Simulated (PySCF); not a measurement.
# [ReO3(H2O)2]+: how tightly the ligands are held

Aim: take one ligand of each kind off [ReO3(H2O)2]+, with both parts rigid, and scan its distance from the metal. The species was built from a template and needn't be a known compound.

Method: TPSS, Re def2-SVP with ECP60, O def2-SVP, H def2-SVP; scalar-relativistic core potentials, no spin–orbit coupling; program: PySCF 2.14.0.

3 further runs of the same task are left out: 1 for a known fault of the program, 1 that didn't finish, 1 set aside as unsound or not needed.

**1. Where the work starts**

10 atoms, charge 1, spin multiplicity 1.

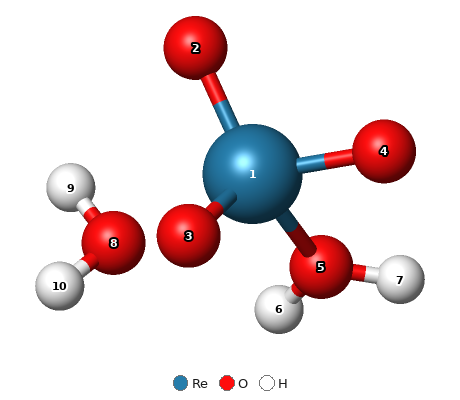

The geometry (rhenium blue, oxygen red, hydrogen white); atoms are numbered from 1 in the order of the file.

Geometry (Å):

```xyz
10
charge 1, multiplicity 1
Re    0.0329    0.1586    0.1018
O     0.5361   -0.1667    1.7008
O     1.3714   -0.0916   -0.9289
O    -0.3035    1.8336    0.0458
O    -1.9790   -0.1277   -0.5830
H    -2.3709   -0.9940   -0.8268
H    -2.5860    0.6149   -0.7977
O    -0.3971   -2.1112   -0.1217
H    -0.3954   -2.6187    0.7201
H     0.2457   -2.5715   -0.7063
```

Formal oxidation states: Re +7. An earlier session relaxed this geometry at TPSS, Re def2-SVP with ECP60, O def2-SVP, H def2-SVP (singlet, point group C1).

**2. Rigid scan of O**

Atom 2 moves along the line from atom 1; the distance is to the donor, the donors' midpoint or the ring centre. Each point starts from the density of the one before.

```
distance (Å)  energy from the relaxed point (eV)
        1.41                               4.296
        1.51                               1.566
        1.61                               0.324
        1.71                               0.000
        1.81                               0.226
        1.91                               0.765
        2.01                               1.466
        2.16                               2.627
```

It took 35 s on 2 threads of Arm Neoverse V2, shared host.

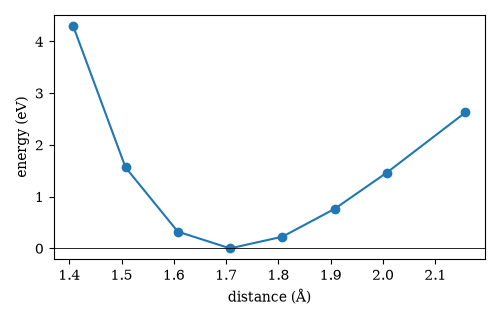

Energy along the rigid scan of O.

**3. H2O taken off**

The ligand (atoms 5, 6, 7) keeps its formal charge and a closed shell where it can; ligand and rest are solved at the complex's geometry, in vacuum, with the settings of the relaxation.

```
   part  charge    state  energy (Eh)
complex       1  singlet  -456.437941
 ligand       0  singlet   -76.358357
   rest       1  singlet  -379.983976
```

It took 3.5 s on 2 threads of Arm Neoverse V2, shared host.

**4. Rigid scan of H2O**

Atoms 5, 6, 7 move together along the line from atom 1; the distance is to the donor, the donors' midpoint or the ring centre. Each point starts from the density of the one before.

```
distance (Å)  energy from the relaxed point (eV)
        1.84                               0.849
        1.94                               0.313
        2.04                               0.066
        2.14                               0.000
        2.24                               0.047
        2.34                               0.159
        2.54                               0.469
        2.84                               0.947
        3.24                               1.436
        3.74                               1.821
```

Wall time 40 s (2 threads of Arm Neoverse V2, shared host).

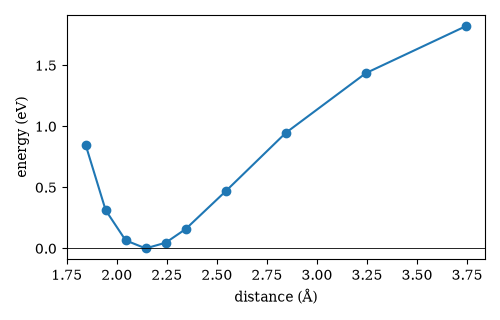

Energy along the rigid scan of H2O.

**5. Outcome**

| quantity | value |
| --- | --- |
| stiffness of the O contact | 54.9 eV/Å² |
| taking off H2O | 2.60 eV |
| stiffness of the H2O contact | 11.2 eV/Å² |

**Reading.** Near 1.71 Å the O contact has a stiffness of about 54.9 eV/Å², and the energy stands 2.63 eV higher at 2.16 Å. Taking off H2O as a fragment of charge +0 costs 2.60 eV. Near 2.14 Å the H2O contact has a stiffness of about 11.2 eV/Å², and the energy stands 1.82 eV higher at 3.74 Å. No counterpoise correction is made, and the parts aren't relaxed; each of these makes the binding look larger. The bases are small and lack diffuse functions. Spin–orbit coupling is left out.
